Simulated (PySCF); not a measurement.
**Pt₂H₄: singlet, from a ethylene-like start**

Where does singlet Pt₂H₄ go from a ethylene-like start, is the end point a minimum, and what are its modes, charges and moments?

Program: PySCF 2.14.0. Level of theory: PBE0, basis Pt def2-TZVP with ECP60, H def2-TZVP, scalar-relativistic core potentials, no spin–orbit coupling, density fitting. These are calculated values, not measurements.

## (1) Starting geometry

6 atoms, charge 0, spin multiplicity 1.

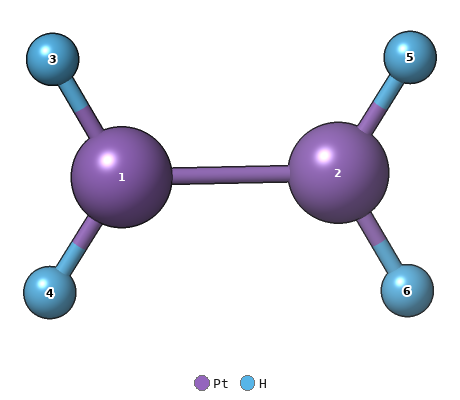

As it starts; platinum purple, hydrogen blue; atoms are numbered from 1 in the order of the file.

```xyz
6
charge 0 multiplicity 1
Pt    1.2300    0.0000    0.0000
Pt   -1.2300    0.0000    0.0000
H     2.0050    1.3330    0.1500
H     2.0050   -1.3330    0.1500
H    -2.0050    1.3330   -0.1500
H    -2.0050   -1.3330   -0.1500
```

## (2) Finding the electronic state

The steps below are one call of a driver around PySCF. For each, scf.py gives the equivalent set-up of the SCF; relaxations use the driver's own optimiser. After this first run the driver tries any further starts and a stability analysis.

Input file scf.py:

```python
from pyscf import gto, scf, dft
mol = gto.M(atom='''
Pt     1.230000     0.000000     0.000000
Pt    -1.230000     0.000000     0.000000
H      2.005000     1.333000     0.150000
H      2.005000    -1.333000     0.150000
H     -2.005000     1.333000    -0.150000
H     -2.005000    -1.333000    -0.150000''',
    basis={'Pt': 'def2-TZVP', 'H': 'def2-TZVP'},
    ecp={'Pt': 'def2-TZVP'},
    charge=0, spin=0)
mf = dft.RKS(mol, xc='PBE0')
mf.grids.atom_grid = (50, 194)
aux = {'Pt': 'def2-universal-JKFIT', 'H': 'def2-universal-JKFIT'}
mf = mf.density_fit(auxbasis=aux)
mf.conv_tol = 1e-08
mf.diis_space = 10
mf.max_cycle = 60
mf.init_guess = 'minao'
mf.verbose = 4
mf.kernel()
```

Launch:

```bash
OMP_NUM_THREADS=2 python axn.py task.json out
```

The program printed:

```text
init E= -210.379050569141
  HOMO = -0.834973921352662  LUMO = -0.753765018842532  gap/eV = 2.20981
cycle= 1 E= -239.804241132908  delta_E= -29.4  |g|= 2.24  |ddm|= 10.7
  HOMO = 0.118312627946744  LUMO = 0.123732270982671  gap/eV = 0.14748
cycle= 2 E= -226.628889969063  delta_E= 13.2  |g|=  7.2  |ddm|= 14.8
  HOMO = -0.266799491349762  LUMO = -0.232544962803583  gap/eV = 0.93211
cycle= 3 E= -240.937642963312  delta_E= -14.3  |g|= 0.363  |ddm|= 14.2
  HOMO = -0.209290796052085  LUMO = -0.167834899801551  gap/eV = 1.12807
cycle= 4 E= -240.950673040856  delta_E= -0.013  |g|= 0.235  |ddm|= 0.531
  HOMO = -0.227970570964958  LUMO = -0.174154380606887  gap/eV = 1.46441
cycle= 5 E= -240.958752765583  delta_E= -0.00808  |g|= 0.108  |ddm|= 0.176
  HOMO = -0.238201922108103  LUMO = -0.182426588994778  gap/eV = 1.51772
cycle= 6 E= -240.9611011519  delta_E= -0.00235  |g|= 0.018  |ddm|= 0.0817
  HOMO = -0.239764830446227  LUMO = -0.183161318427523  gap/eV = 1.54026
cycle= 7 E= -240.961166244956  delta_E= -6.51e-05  |g|= 0.00465  |ddm|= 0.0188
  HOMO = -0.239783167435156  LUMO = -0.18316053963195  gap/eV = 1.54078
cycle= 8 E= -240.961170463385  delta_E= -4.22e-06  |g|= 0.00059  |ddm|= 0.00379
  HOMO = -0.239811207312242  LUMO = -0.183158943238496  gap/eV = 1.54159
cycle= 9 E= -240.961170878391  delta_E= -4.15e-07  |g|= 0.000179  |ddm|= 0.00202
  HOMO = -0.239806015342928  LUMO = -0.183146892843076  gap/eV = 1.54177
cycle= 10 E= -240.961170957125  delta_E= -7.87e-08  |g|= 8.26e-05  |ddm|= 0.00115
  HOMO = -0.239813992182483  LUMO = -0.183150601192155  gap/eV = 1.54189
cycle= 11 E= -240.961170961013  delta_E= -3.89e-09  |g|= 6.15e-06  |ddm|= 0.000239
  HOMO = -0.239815532420352  LUMO = -0.18315172955225  gap/eV = 1.54190
Extra cycle  E= -240.961170961026  delta_E= -1.38e-11  |g|= 7.25e-06  |ddm|= 1.56e-05
converged SCF energy = -240.961170961026
```

This step, with its further starts and checks, ran for 15 s (2 threads of Arm Neoverse V1, shared host).

Energies from each starting density:

| start | energy (Eh) |
| --- | --- |
| the minimal-basis guess | -240.961171 |
| a thermally smeared density | -240.961171 |
| a smeared PBE density | -240.961171 |

No lower closed-shell solution turned up from the other starts or in the test of internal stability.

## (3) Ethylene-like start, singlet: relaxation

The program finds C2h symmetry in the start, which this walk keeps. The walk stops when the largest gradient is under 0.0003 Eh/bohr and the energy has settled too.

scf.py: that of step 2 with these lines changed.

```diff
@@ -4 +4 @@
-Pt    -1.230000     0.000000     0.000000
+Pt    -1.230000     0.000000    -0.000000
@@ -19 +18,0 @@
-mf.init_guess = 'minao'
```

The optimiser's trace:

| step | energy (Eh) | change (kJ/mol) | largest symmetric gradient (Eh/bohr) |
| --- | --- | --- | --- |
| 0 | -240.961171 | 0.00 | 0.03336 |
| 1 | -241.015566 | -142.82 | 0.02451 |
| 2 | -241.031683 | -185.13 | 0.03424 |
| 3 | -241.052904 | -240.84 | 0.00973 |
| 4 | -241.057001 | -251.60 | 0.01113 |
| 5 | -241.057954 | -254.10 | 0.00844 |
| 6 | -241.058510 | -255.56 | 0.00460 |
| 7 | -241.058800 | -256.32 | 0.00090 |
| 8 | -241.058888 | -256.56 | 0.00086 |
| 9 | -241.058903 | -256.60 | 0.00022 |
| 10 | -241.058903 | -256.60 | 0.00004 |

The walk took 30 s.

Geometry (Å) and forces (eV/Å) at some steps:

```
step 0
Pt   1.230   0.000   0.000   1.617   0.000  -1.716
Pt  -1.230   0.000   0.000  -1.617   0.000   1.716
H    2.005   1.333   0.150   0.982  -0.956   0.599
H    2.005  -1.333   0.150   0.982   0.956   0.599
H   -2.005   1.333  -0.150  -0.982  -0.956  -0.599
H   -2.005  -1.333  -0.150  -0.982   0.956  -0.599
step 1
Pt   1.274   0.000  -0.207   0.227   0.000  -1.242
Pt  -1.274   0.000   0.207  -0.227   0.000   1.242
H    2.083   1.273   0.219   0.261  -1.260   0.396
H    2.083  -1.273   0.219   0.261   1.260   0.396
H   -2.083   1.273  -0.219  -0.261  -1.260  -0.396
H   -2.083  -1.273  -0.219  -0.261   1.260  -0.396
step 5
Pt   1.284   0.000  -0.351  -0.433   0.000   0.054
Pt  -1.284   0.000   0.351   0.433   0.000  -0.054
H    2.294   0.936   0.289  -0.026  -0.035   0.020
H    2.294  -0.936   0.289  -0.026   0.035   0.020
H   -2.294   0.936  -0.289   0.026  -0.035  -0.020
H   -2.294  -0.936  -0.289   0.026   0.035  -0.020
step 10
Pt   1.235   0.000  -0.360   0.003   0.000   0.001
Pt  -1.235   0.000   0.360  -0.003   0.000  -0.001
H    2.256   0.917   0.291  -0.001  -0.001   0.002
H    2.256  -0.917   0.291  -0.001   0.001   0.002
H   -2.256   0.917  -0.291   0.001  -0.001  -0.002
H   -2.256  -0.917  -0.291   0.001   0.001  -0.002
```

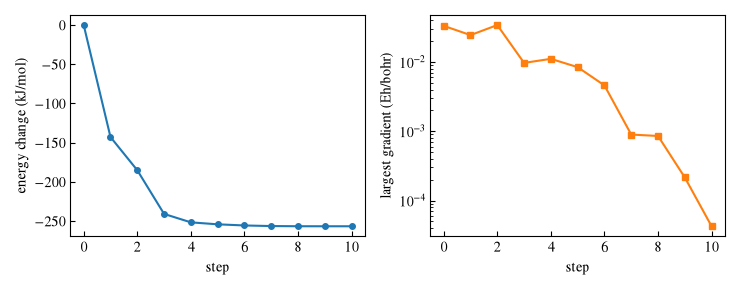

How energy and gradient fall.

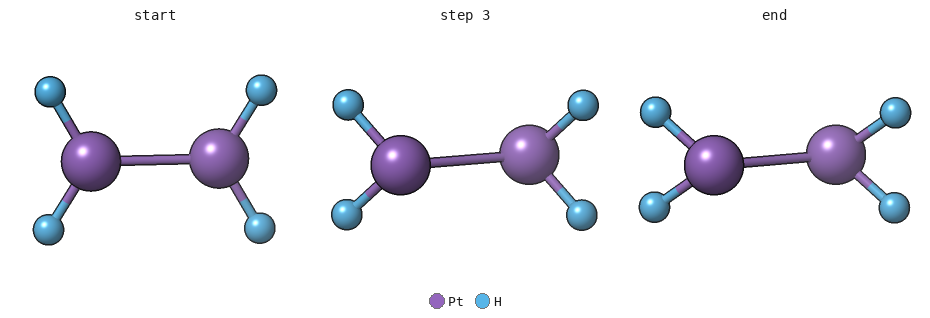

Start and end of the relaxation, with a step between.

After 10 steps and 256.6 kJ/mol it ends at C2h: Pt–H 1.519 Å (×4), Pt–Pt 2.573 Å; H–Pt–H 74.3° (×2), H–Pt–Pt 121.7° (×4).

## (4) Vibrations and properties at this point

On the finer grid the gradient is checked again; gradients at displacements of ±0.02 bohr then give force constants and infrared intensities.

scf.py: that of step 3 with these lines changed.

```diff
@@ -3,6 +3,6 @@
-Pt     1.230000     0.000000     0.000000
-Pt    -1.230000     0.000000    -0.000000
-H      2.005000     1.333000     0.150000
-H      2.005000    -1.333000     0.150000
-H     -2.005000     1.333000    -0.150000
-H     -2.005000    -1.333000    -0.150000''',
+Pt     1.235262     0.000000    -0.360327
+Pt    -1.235262    -0.000000     0.360327
+H      2.255407     0.917274     0.290806
+H      2.255407    -0.917274     0.290806
+H     -2.255407     0.917274    -0.290806
+H     -2.255407    -0.917274    -0.290806''',
@@ -13 +13 @@
-mf.grids.atom_grid = (50, 194)
+mf.grids.atom_grid = (75, 302)
@@ -16 +16 @@
-mf.conv_tol = 1e-08
+mf.conv_tol = 1e-10
```

The driver hands on the density of the step before, so the log starts near convergence.

Log of the central SCF (cycles and frontier levels):

```text
init E= -241.058997815782
  HOMO = -0.245948737574378  LUMO = -0.0983527307463405  gap/eV = 4.01629
cycle= 1 E= -241.058997815711  delta_E= 7.04e-11  |g|= 1.97e-05  |ddm|= 2.19e-05
  HOMO = -0.245948139171105  LUMO = -0.0983524730042982  gap/eV = 4.01628
cycle= 2 E= -241.058997815195  delta_E= 5.16e-10  |g|= 5.27e-05  |ddm|= 5.86e-05
  HOMO = -0.245948457348498  LUMO = -0.0983526169872642  gap/eV = 4.01629
cycle= 3 E= -241.058997815794  delta_E= -5.99e-10  |g|= 8.14e-07  |ddm|= 4.27e-05
  HOMO = -0.245948536169774  LUMO = -0.0983526492647036  gap/eV = 4.01629
cycle= 4 E= -241.058997815794  delta_E= -3.98e-13  |g|= 1.57e-07  |ddm|= 7.23e-07
  HOMO = -0.245948506208404  LUMO = -0.0983526333833318  gap/eV = 4.01629
Extra cycle  E= -241.058997815794  delta_E= 3.41e-13  |g|= 3.18e-07  |ddm|= 3.53e-07
converged SCF energy = -241.058997815794
```

The whole step took 62 s.

Geometry: C2h; Pt–H 1.519 Å (×4), Pt–Pt 2.573 Å; H–Pt–H 74.3° (×2), H–Pt–Pt 121.7° (×4).

Harmonic modes (main isotopes):

```json
{"symmetry": "bg", "ω (cm⁻¹)": "343i", "IR (km/mol)": "0.0"}
{"symmetry": "au", "ω (cm⁻¹)": "163i", "IR (km/mol)": "18.5"}
{"symmetry": "ag", "ω (cm⁻¹)": "142", "IR (km/mol)": "0.0"}
{"symmetry": "bu", "ω (cm⁻¹)": "202", "IR (km/mol)": "254"}
{"symmetry": "au", "ω (cm⁻¹)": "431", "IR (km/mol)": "0.7"}
{"symmetry": "ag", "ω (cm⁻¹)": "534", "IR (km/mol)": "0.0"}
{"symmetry": "bu", "ω (cm⁻¹)": "749", "IR (km/mol)": "17.0"}
{"symmetry": "ag", "ω (cm⁻¹)": "792", "IR (km/mol)": "0.0"}
{"symmetry": "bg", "ω (cm⁻¹)": "2414", "IR (km/mol)": "0.0"}
{"symmetry": "au", "ω (cm⁻¹)": "2415", "IR (km/mol)": "11.9"}
{"symmetry": "bu", "ω (cm⁻¹)": "2458", "IR (km/mol)": "67.1"}
{"symmetry": "ag", "ω (cm⁻¹)": "2468", "IR (km/mol)": "0.0"}
```

With 2 modes imaginary (up to 343i cm⁻¹) this point is a saddle.

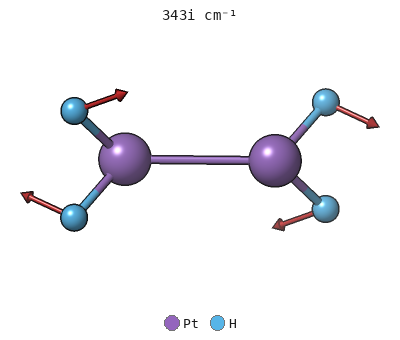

The imaginary mode, as arrows.

Properties at this point:

```yaml
Dipole_moment: 0.00 D
Highest_occupied_level: -6.69 eV
Lowest_empty_level: -2.68 eV
Rotational_constants: 2.536, 0.02529, 0.02529 cm⁻¹
Zero-point_energy_real_modes: 75.4 kJ/mol
Principal_polarisabilities: 60.8, 64.4, 125.2 bohr³
Atomisation_energy_without_zero-point_energy: 1431 kJ/mol
Principal_traceless_quadrupole_moments_about_the_centre_of_mass: -1.94, 0.30, 1.64 D Å
```

Populations by atom (charges in e):

```json
{"atom": "Pt1", "Mulliken": "-0.12", "Löwdin": "-0.02", "polar tensor": "0.23", "Mayer order to Pt1": "–"}
{"atom": "Pt2", "Mulliken": "-0.12", "Löwdin": "-0.02", "polar tensor": "0.23", "Mayer order to Pt1": "0.69"}
{"atom": "H3,4", "Mulliken": "0.06", "Löwdin": "0.01", "polar tensor": "-0.12", "Mayer order to Pt1": "0.92"}
{"atom": "H5,6", "Mulliken": "0.06", "Löwdin": "0.01", "polar tensor": "-0.12", "Mayer order to Pt1": "0.03"}
```

Outer orbital energies (eV). occupied: -9.91, -8.61, -8.50, -8.50, -7.97, -7.61, -7.30, -6.69; empty: -2.68, -2.24, -1.50, -0.93.

Mulliken populations on Pt1 (outside its core potential): s 3.02, p 6.16, d 8.93, f 0.01.

## (5) Following the imaginary mode

The start is the last point, displaced along its most imaginary mode.

The program finds Ci symmetry in the start, which this walk keeps.

scf.py: that of step 4 with these lines changed.

```diff
@@ -3,6 +3,6 @@
-Pt     1.235262     0.000000    -0.360327
-Pt    -1.235262    -0.000000     0.360327
-H      2.255407     0.917274     0.290806
-H      2.255407    -0.917274     0.290806
-H     -2.255407     0.917274    -0.290806
-H     -2.255407    -0.917274    -0.290806''',
+Pt     1.235262     0.001469    -0.360327
+Pt    -1.235262    -0.001469     0.360327
+H      2.344323     0.875640     0.221809
+H      2.166492    -0.958908     0.359804
+H     -2.166492     0.958908    -0.359804
+H     -2.344323    -0.875640    -0.221809''',
@@ -13 +13 @@
-mf.grids.atom_grid = (75, 302)
+mf.grids.atom_grid = (50, 194)
@@ -16 +16 @@
-mf.conv_tol = 1e-10
+mf.conv_tol = 1e-08
```

The optimiser's trace:

| step | energy (Eh) | change (kJ/mol) | largest symmetric gradient (Eh/bohr) |
| --- | --- | --- | --- |
| 0 | -241.059313 | 0.00 | 0.00213 |
| 1 | -241.059488 | -0.46 | 0.00204 |
| 2 | -241.061328 | -5.29 | 0.01078 |
| 3 | -241.061361 | -5.38 | 0.00703 |
| 4 | -241.062178 | -7.52 | 0.00560 |
| 5 | -241.062502 | -8.37 | 0.00204 |
| 6 | -241.062608 | -8.65 | 0.00102 |
| 7 | -241.062622 | -8.69 | 0.00103 |
| 8 | -241.062625 | -8.70 | 0.00058 |
| 9 | -241.062626 | -8.70 | 0.00013 |

The walk took 28 s.

Positions (Å) and forces (eV/Å) along the way:

```
step 0
Pt   1.235   0.001  -0.360   0.110   0.108   0.092
Pt  -1.235  -0.001   0.360  -0.110  -0.108  -0.092
H    2.344   0.876   0.222  -0.043  -0.078  -0.063
H    2.166  -0.959   0.360  -0.102   0.050  -0.020
H   -2.166   0.959  -0.360   0.102  -0.050   0.020
H   -2.344  -0.876  -0.222   0.043   0.078   0.063
step 1
Pt   1.235   0.011  -0.360   0.024   0.105   0.034
Pt  -1.235  -0.011   0.360  -0.024  -0.105  -0.034
H    2.350   0.874   0.220   0.022  -0.026  -0.035
H    2.155  -0.955   0.361  -0.075   0.011   0.008
H   -2.155   0.955  -0.361   0.075  -0.011  -0.008
H   -2.350  -0.874  -0.220  -0.022   0.026   0.035
step 5
Pt   1.211   0.183  -0.360  -0.069  -0.017  -0.081
Pt  -1.211  -0.183   0.360   0.069   0.017   0.082
H    2.451   0.891   0.181   0.106   0.091   0.028
H    1.909  -0.930   0.377  -0.011  -0.059   0.025
H   -1.909   0.930  -0.377   0.011   0.059  -0.025
H   -2.451  -0.891  -0.181  -0.106  -0.091  -0.028
step 9
Pt   1.210   0.196  -0.363   0.005  -0.004  -0.001
Pt  -1.210  -0.196   0.363  -0.005   0.004   0.001
H    2.458   0.910   0.176  -0.006  -0.004  -0.011
H    1.870  -0.941   0.377  -0.003   0.003   0.003
H   -1.870   0.941  -0.377   0.003  -0.003  -0.003
H   -2.458  -0.910  -0.176   0.006   0.004   0.011
```

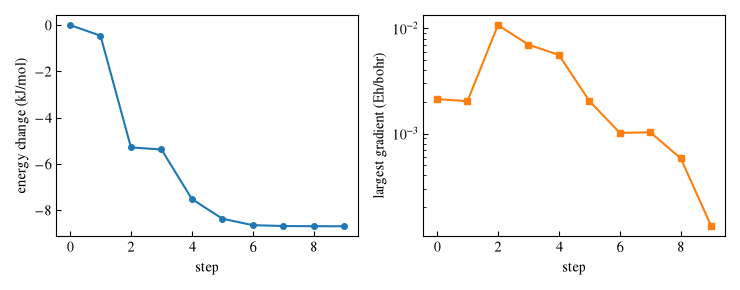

How energy and gradient fall.

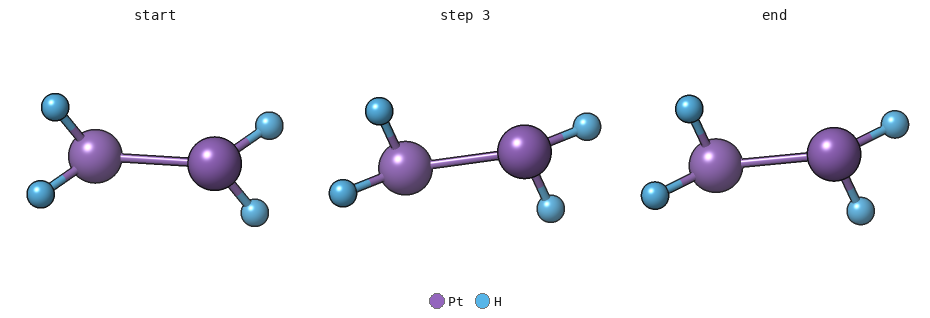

Start and end of the relaxation, with a step between.

End point (Ci, 9 steps, 8.7 kJ/mol gained): Pt–H 1.509 Å (×2), Pt–H 1.535 Å (×2), Pt–Pt 2.557 Å; H–Pt–H 79.8° (×2), H–Pt–Pt 99.1° (×2), H–Pt–Pt 137.8° (×2).

## (6) Vibrations and properties at this point

As before: finer grid, then central differences.

scf.py: that of step 5 with these lines changed.

```diff
@@ -3,6 +3,6 @@
-Pt     1.235262     0.001469    -0.360327
-Pt    -1.235262    -0.001469     0.360327
-H      2.344323     0.875640     0.221809
-H      2.166492    -0.958908     0.359804
-H     -2.166492     0.958908    -0.359804
-H     -2.344323    -0.875640    -0.221809''',
+Pt     1.209596     0.198567    -0.362082
+Pt    -1.209596    -0.198567     0.362082
+H      2.458927     0.909297     0.175143
+H      1.867956    -0.939784     0.377497
+H     -1.867956     0.939784    -0.377497
+H     -2.458927    -0.909297    -0.175143''',
@@ -13 +13 @@
-mf.grids.atom_grid = (50, 194)
+mf.grids.atom_grid = (75, 302)
@@ -16 +16 @@
-mf.conv_tol = 1e-08
+mf.conv_tol = 1e-10
```

Log of the central SCF (cycles and frontier levels):

```text
init E= -241.062620696074
  HOMO = -0.257503825537944  LUMO = -0.0972714999840112  gap/eV = 4.36014
cycle= 1 E= -241.062620695738  delta_E= 3.36e-10  |g|= 4.29e-05  |ddm|= 4.75e-05
  HOMO = -0.257503708637596  LUMO = -0.097271314346318  gap/eV = 4.36015
cycle= 2 E= -241.062620693343  delta_E= 2.39e-09  |g|= 0.000114  |ddm|= 0.000126
  HOMO = -0.257503836629292  LUMO = -0.0972714226533156  gap/eV = 4.36015
cycle= 3 E= -241.062620696134  delta_E= -2.79e-09  |g|= 2.03e-06  |ddm|= 9.16e-05
  HOMO = -0.257503835988294  LUMO = -0.097271448851977  gap/eV = 4.36015
cycle= 4 E= -241.062620696133  delta_E= 3.41e-13  |g|= 2.32e-07  |ddm|= 1.48e-06
  HOMO = -0.257503789737608  LUMO = -0.0972714232416627  gap/eV = 4.36014
Extra cycle  E= -241.062620696133  delta_E= 2.84e-13  |g|= 4.38e-07  |ddm|= 4.96e-07
converged SCF energy = -241.062620696133
```

The whole step ran for 90 s (2 threads of Arm Neoverse V1, shared host).

Geometry: Ci; Pt–H 1.509 Å (×2), Pt–H 1.534 Å (×2), Pt–Pt 2.556 Å; H–Pt–H 79.8° (×2), H–Pt–Pt 99.0° (×2), H–Pt–Pt 138.0° (×2).

Harmonic modes (main isotopes):

```
symmetry  ω (cm⁻¹)  IR (km/mol)
      ag       149          0.0
      au       155         46.3
      au       232          184
      au       303         54.1
      ag       328          0.0
      ag       592          0.0
      ag       752          0.0
      au       808         22.7
      au      2361          234
      ag      2364          0.0
      au      2497          3.8
      ag      2497          0.0
```

All wavenumbers are real: a minimum.

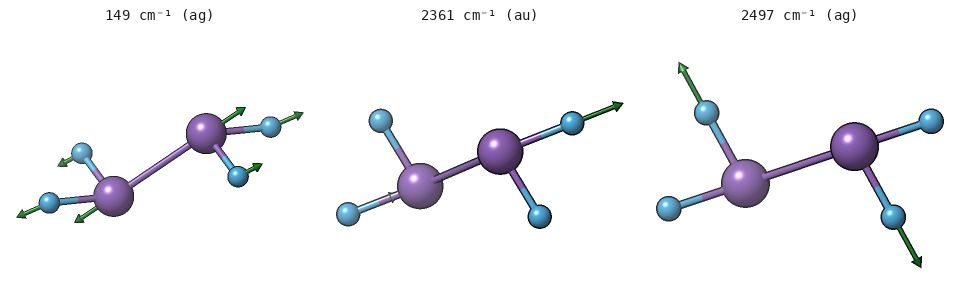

How the atoms move in 3 of the modes.

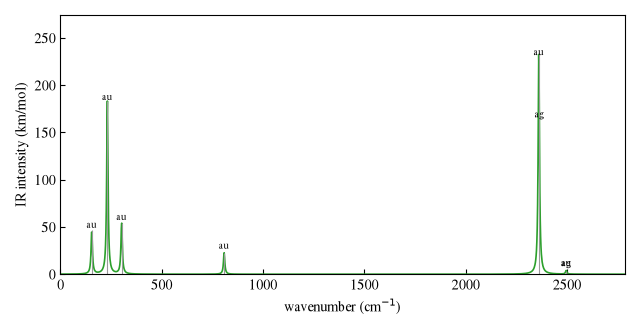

The harmonic infrared spectrum (widths in cm⁻¹). Lines are broadened to a width of 8 cm⁻¹ (Lorentzian).

Constants and moments:

```yaml
Dipole_moment: 0.00 D
Highest_occupied_level: -7.01 eV
Lowest_empty_level: -2.65 eV
Rotational_constants: 2.585, 0.02571, 0.02562 cm⁻¹
Zero-point_energy: 78.0 kJ/mol
Principal_polarisabilities: 59.1, 62.4, 124.5 bohr³
Atomisation_energy_without_zero-point_energy: 1440 kJ/mol
Principal_traceless_quadrupole_moments_about_the_centre_of_mass: -3.29, -2.38, 5.67 D Å
Entropy_at_298.15_K_and_1_bar: 338.6 J/(mol K)
Heat_capacity_Cp_at_298.15_K: 80.6 J/(mol K)
Enthalpy_at_298.15_K_above_0_K: 17.61 kJ/mol
Rotational_symmetry_number: 1
```

Charges (e) and bond orders:

| atom | Mulliken | Löwdin | polar tensor | Mayer order to Pt1 |
| --- | --- | --- | --- | --- |
| Pt1 | -0.10 | -0.01 | 0.23 | – |
| Pt2 | -0.10 | -0.01 | 0.23 | 0.67 |
| H3 | 0.03 | -0.02 | -0.17 | 0.89 |
| H4 | 0.06 | 0.03 | -0.06 | 0.97 |
| H5 | 0.06 | 0.03 | -0.06 | 0.02 |
| H6 | 0.03 | -0.02 | -0.17 | 0.08 |

Outer orbital energies (eV). occupied: -9.49, -9.33, -8.56, -8.10, -7.63, -7.59, -7.33, -7.01; empty: -2.65, -2.26, -1.34, -1.17.

Mulliken populations on Pt1 (outside its core potential): s 3.00, p 6.16, d 8.92, f 0.01.

## (7) The points found, side by side

| spin | group | bonds | imaginary modes (cm⁻¹) | ΔE (kJ/mol) | with zero-point energy |
| --- | --- | --- | --- | --- | --- |
| singlet | Ci | Pt–H 1.509 Å (×2), Pt–H 1.534 Å (×2), Pt–Pt 2.556 Å | none | 0.0 | 0.0 |
| singlet | C2h | Pt–H 1.519 Å (×4), Pt–Pt 2.573 Å | 343i, 163i | 9.5 | – |

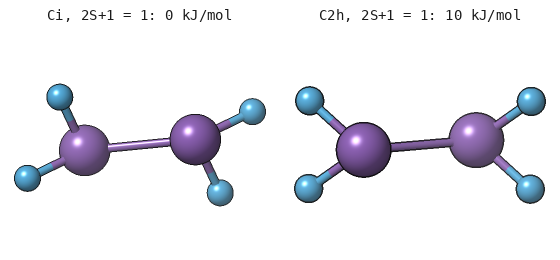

The points, lowest first (platinum purple, hydrogen blue).

## (8) What came out

| quantity | value |
| --- | --- |
| minimum | singlet, Ci |
| geometry | Pt–H 1.509 Å (×2), Pt–H 1.534 Å (×2), Pt–Pt 2.556 Å; H–Pt–H 79.8° (×2), H–Pt–Pt 99.0° (×2), H–Pt–Pt 138.0° (×2) |
| wavenumbers (cm⁻¹) | 149 (ag), 155 (au), 232 (au), 303 (au), 328 (ag), 592 (ag), 752 (ag), 808 (au), 2361 (au), 2364 (ag), 2497 (au), 2497 (ag) |
| dipole moment | 0.00 D |
| highest occupied, lowest empty level | -7.01, -2.65 eV |
| polar-tensor charge of Pt1 | +0.23 e |
| zero-point energy | 78.0 kJ/mol |
| entropy at 298.15 K | 338.6 J/(mol K) |
| atomisation energy (no zero-point energy) | 1440 kJ/mol |

In words: From C2h at the start the molecule goes to a Ci minimum, after a first stop at a second-order saddle point 9.5 kJ/mol higher, from which it was pushed off along an imaginary mode. The strongest infrared band lies at 2361 cm⁻¹ (au). Only this shape and spin were tried, so other structures or states may lie lower. Whether spin polarisation would lower the closed shell was not checked. Spin–orbit coupling, left out here, can matter for elements this heavy.

The search up to here took 3.8 min.
